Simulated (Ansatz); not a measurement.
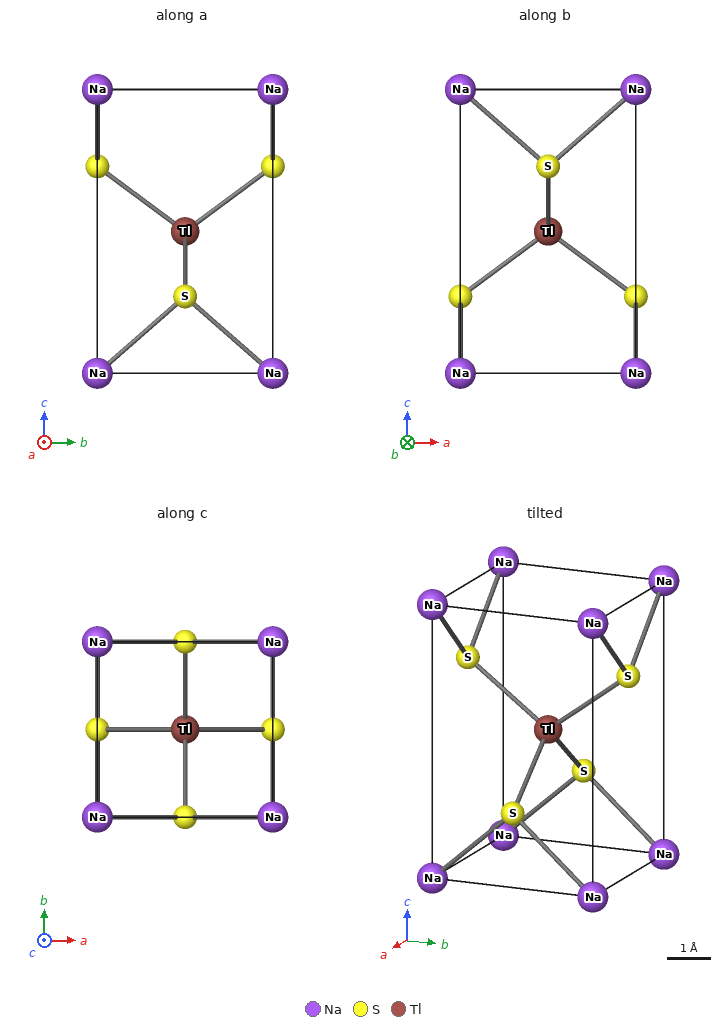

Drawn in the ball-and-stick manner and seen along the a axis, along the b axis, along the c axis and slightly off an axis. The box is the conventional unit cell; atoms on or close to its faces, edges and corners are drawn wherever they repeat.

Lattice parameters: a = 4.1045 Å, b = 4.1045 Å, c = 6.6389 Å, α = 90.000°, β = 90.000°, γ = 90.000°.

### Write the structure as a CIF in P1 with every atom of the cell, with free fractional coordinates to two decimals.

```cif
data_structure
_symmetry_space_group_name_H-M 'P 1'
_symmetry_Int_Tables_number 1
_cell_length_a 4.1045
_cell_length_b 4.1045
_cell_length_c 6.6389
_cell_angle_alpha 90.000
_cell_angle_beta 90.000
_cell_angle_gamma 90.000
_cell_volume 111.85
loop_
_atom_site_label
_atom_site_type_symbol
_atom_site_fract_x
_atom_site_fract_y
_atom_site_fract_z
_atom_site_occupancy
Na1 Na 0.00 0.00 0.00 1
S1 S 0.00 0.50 0.27 1
Tl1 Tl 0.50 0.50 0.50 1
S2 S 0.50 0.00 0.73 1
```

Origin of the cell: a structure type filled with these elements by a generator (whether the compound takes this form wasn't checked). Earlier steps of the study may have refined or changed the cell and positions. It was run through Ansatz as a DFT input.
